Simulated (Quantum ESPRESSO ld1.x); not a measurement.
**Atomic calculation for Sn⁺**

- system: Sn⁺, configuration typed as [Kr] 4d10 5s2 5p1.
- method: radial all-electron Kohn-Sham run of Quantum ESPRESSO ld1.x with rel=2, dft='PBESOL' as typed

Input:
```
 &input
    zed=50.0,
    iswitch=1,
    rel=2,
    dft='PBESOL',
    config='[Kr] 4d10 5s2 5p1',
    verbosity='high',
    lsmall=.true.,
    dx=0.1,
    prefix='ld1',
    max_out_wfc=37,
    file_charge='ld1.rho',
 /
```

Hardware: 1 CPU thread, shared host.

Command:
```bash
OMP_NUM_THREADS=1 ld1.x < ld1.in > ld1.out
```

Log:
```
     Program LD1 v.7.5 starts

     --------------------------- All-electron run ----------------------------

     dirac relativistic calculation

     atomic number is 50.00
     dft =PBESOL   lsd =0 sic =0 latt =0  beta=0.20 tr2=1.0E-14
     Exchange-correlation= PBESOL
                           (   1   4  10   8   0   0   0)
     mesh = 167 r(mesh) = 108.63319 a.u. xmin = -8.00 dx = 0.10000
     1 Ry =  13.60569312 eV, c = 137.03599908

     n l j   nl                  e(Ry)          e(Ha)          e(eV)
     Spin orbit split results
     1 0 0.5 1S 1( 2.00)   -2130.566532232   -1065.283266116 -28987.8344157
     2 0 0.5 2S 1( 2.00)    -322.048181678    -161.024090839  -4381.6887307
     2 1 0.5 2P 1( 2.00)    -300.895640762    -150.447820381  -4093.8937502
     2 1 1.5 2P 1( 4.00)    -283.958586769    -141.979293385  -3863.4533912
     3 0 0.5 3S 1( 2.00)     -62.595002355     -31.297501177   -851.6483931
     3 1 0.5 3P 1( 2.00)     -54.003439207     -27.001719604   -734.7542214
     3 1 1.5 3P 1( 4.00)     -50.909873909     -25.454936954   -692.6641213
     4 0 0.5 4S 1( 2.00)     -10.397707152      -5.198853576   -141.4680127
     4 1 0.5 4P 1( 2.00)      -7.540640716      -3.770320358   -102.5956435
     4 1 1.5 4P 1( 4.00)      -6.981037084      -3.490518542    -94.9818483
     3 2 1.5 3D 1( 4.00)     -35.713575017     -17.856787509   -485.9079420
     3 2 2.5 3D 1( 6.00)     -35.074507969     -17.537253984   -477.2129919
     4 2 1.5 4D 1( 4.00)      -2.514370457      -1.257185228    -34.2097528
     4 2 2.5 4D 1( 6.00)      -2.436964598      -1.218482299    -33.1565925
     5 0 0.5 5S 1( 2.00)      -1.302606611      -0.651303305    -17.7228658
     5 1 0.5 5P 1( 1.00)      -0.775867719      -0.387933860    -10.5562181
     5 1 1.5 5P 1( 0.00)      -0.733303467      -0.366651733     -9.9771019
     Averaged results
     1 0     1S 1( 2.00)   -2130.566532232   -1065.283266116 -28987.8344157
     2 0     2S 1( 2.00)    -322.048181678    -161.024090839  -4381.6887307
     2 1     2P 1( 6.00)    -289.604271433    -144.802135717  -3940.2668442
     3 0     3S 1( 2.00)     -62.595002355     -31.297501177   -851.6483931
     3 1     3P 1( 6.00)     -51.941062341     -25.970531171   -706.6941547
     4 0     4S 1( 2.00)     -10.397707152      -5.198853576   -141.4680127
     4 1     4P 1( 6.00)      -7.167571628      -3.583785814    -97.5197800
     3 2     3D 1(10.00)     -35.330134788     -17.665067394   -480.6909719
     4 2     4D 1(10.00)      -2.467926941      -1.233963471    -33.5778566
     5 0     5S 1( 2.00)      -1.302606611      -0.651303305    -17.7228658
     5 1     5P 1( 1.00)      -0.747491551      -0.373745775    -10.1701407

     final scf error:  5.5E-15 reached in  34 iterations

     Etot =  -12352.280155 Ry,   -6176.140077 Ha, -168061.333154 eV

     Ekin =   13005.888080 Ry,    6502.944040 Ha,  176954.122015 eV
     Encl =  -29962.626856 Ry,  -14981.313428 Ha, -407662.306158 eV
     Eh   =    4929.178677 Ry,    2464.589338 Ha,   67064.892427 eV
     Exc  =    -324.720056 Ry,    -162.360028 Ha,   -4418.041439 eV

     normalization and overlap integrals

     s(1S/1S) =  1.000000  <r> =   0.0291  <r2> =    0.0011  r(max) =   0.0181
     LC norm =  0.96628992 + SC norm =  0.03371008 =  1.00000000
     s(1S/2S) = -0.000000
     s(1S/3S) = -0.000000
     s(1S/4S) = -0.000000
     s(1S/5S) = -0.000000
     s(2S/2S) =  1.000000  <r> =   0.1251  <r2> =    0.0185  r(max) =   0.1095
     LC norm =  0.99286654 + SC norm =  0.00713346 =  1.00000000
     s(2S/3S) =  0.000001
     s(2S/4S) = -0.000002
     s(2S/5S) = -0.000001
     s(2P/2P) =  1.000000  <r> =   0.1058  <r2> =    0.0138  r(max) =   0.0811
     LC norm =  0.99284327 + SC norm =  0.00715673 =  1.00000000
     s(2P/3P) =  0.000002
     s(2P/4P) = -0.000000
     s(2P/5P) = -0.000000
     s(2P/2P) =  1.000000  <r> =   0.1112  <r2> =    0.0151  r(max) =   0.0896
     LC norm =  0.99316800 + SC norm =  0.00683200 =  1.00000000
     s(2P/3P) =  0.000005
     s(2P/4P) = -0.000000
     s(2P/5P) = -0.000000
     s(3S/3S) =  1.000000  <r> =   0.3393  <r2> =    0.1318  r(max) =   0.2976
     LC norm =  0.99793853 + SC norm =  0.00206147 =  1.00000000
     s(3S/4S) = -0.000011
     s(3S/5S) = -0.000006
     s(3P/3P) =  1.000000  <r> =   0.3300  <r2> =    0.1266  r(max) =   0.2976
     LC norm =  0.99799407 + SC norm =  0.00200593 =  1.00000000
     s(3P/4P) =  0.000001
     s(3P/5P) =  0.000000
     s(3P/3P) =  1.000000  <r> =   0.3413  <r2> =    0.1352  r(max) =   0.2976
     LC norm =  0.99808263 + SC norm =  0.00191737 =  1.00000000
     s(3P/4P) =  0.000025
     s(3P/5P) =  0.000005
     s(4S/4S) =  1.000000  <r> =   0.8185  <r2> =    0.7586  r(max) =   0.7320
     LC norm =  0.99944278 + SC norm =  0.00055722 =  1.00000000
     s(4S/5S) =  0.000035
     s(4P/4P) =  1.000000  <r> =   0.8656  <r2> =    0.8566  r(max) =   0.8089
     LC norm =  0.99950354 + SC norm =  0.00049646 =  1.00000000
     s(4P/5P) =  0.000031
     s(4P/4P) =  1.000000  <r> =   0.8956  <r2> =    0.9173  r(max) =   0.8089
     LC norm =  0.99953102 + SC norm =  0.00046898 =  1.00000000
     s(4P/5P) =  0.000040
     s(3D/3D) =  1.000000  <r> =   0.3126  <r2> =    0.1161  r(max) =   0.2436
     LC norm =  0.99819802 + SC norm =  0.00180198 =  1.00000000
     s(3D/4D) =  0.000017
     s(3D/3D) =  1.000000  <r> =   0.3162  <r2> =    0.1186  r(max) =   0.2436
     LC norm =  0.99822400 + SC norm =  0.00177600 =  1.00000000
     s(3D/4D) =  0.000012
     s(4D/4D) =  1.000000  <r> =   1.0890  <r2> =    1.4096  r(max) =   0.8940
     LC norm =  0.99967730 + SC norm =  0.00032270 =  1.00000000
     s(4D/4D) =  1.000000  <r> =   1.1038  <r2> =    1.4489  r(max) =   0.8940
     LC norm =  0.99968470 + SC norm =  0.00031530 =  1.00000000
     s(5S/5S) =  1.000000  <r> =   2.3049  <r2> =    6.0229  r(max) =   1.9897
     LC norm =  0.99992191 + SC norm =  0.00007809 =  1.00000000
     s(5P/5P) =  1.000000  <r> =   2.8257  <r2> =    9.1469  r(max) =   2.4302
     LC norm =  0.99994925 + SC norm =  0.00005075 =  1.00000000
     s(5P/5P) =  1.000000  <r> =   2.9341  <r2> =    9.8554  r(max) =   2.4302
     LC norm =  0.99995289 + SC norm =  0.00004711 =  1.00000000

     LC charge = 48.83563050 + SC charge =  0.16436950 = 49.00000000

     ------------------------ End of All-electron run ------------------------
```

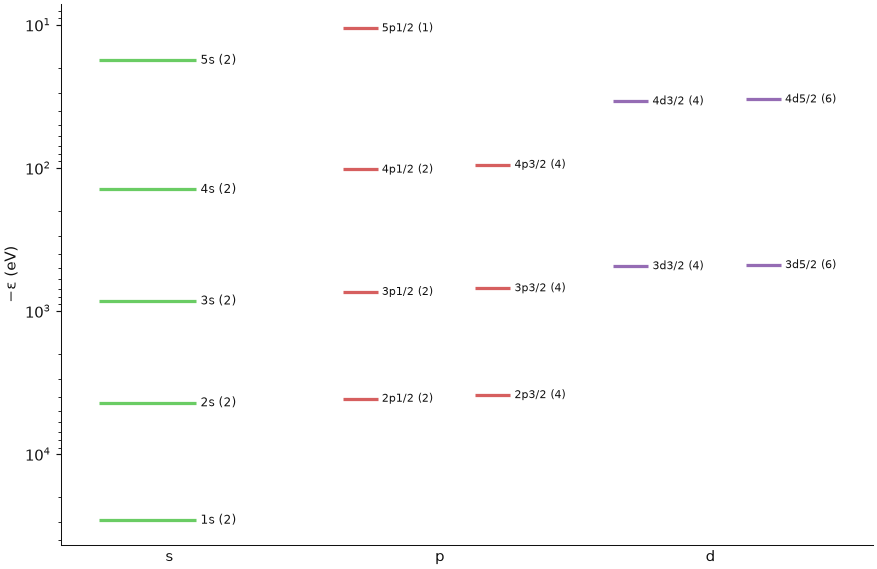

All occupied levels, on a logarithmic scale of binding energy, are drawn by angular momentum (occupations in brackets, the lower j at the left of each column). They are the filled levels of this odd run. The highest occupied level is 5p1/2 at −10.6 eV. The highest 4 occupied levels, from the top down, are 5p1/2 (−10.6 eV), 5s (−17.7 eV), 4d5/2 (−33.2 eV), 4d3/2 (−34.2 eV). Spin-orbit splittings: 4d 1.05 eV, 4p 7.61 eV, 3d 8.69 eV, 3p 42.1 eV.

What the run reported:

- outcome: converged
- total energy: −6176.1401 hartree
- kinetic energy: 6502.9440 hartree
- electron–nucleus energy: −14981.3134 hartree
- Hartree energy: 2464.5893 hartree
- exchange–correlation energy: −162.360028 hartree
- SCF iterations: 34
- wall time: 0.78 s

What is odd here:

One thing in this input was made odd on purpose: mesh too coarse. The program ran to the end. Its total energy differs from that of the same run with the usual input (−6176.01134 hartree) by −0.13 hartree, so its numbers aren't those of the free atom or ion.
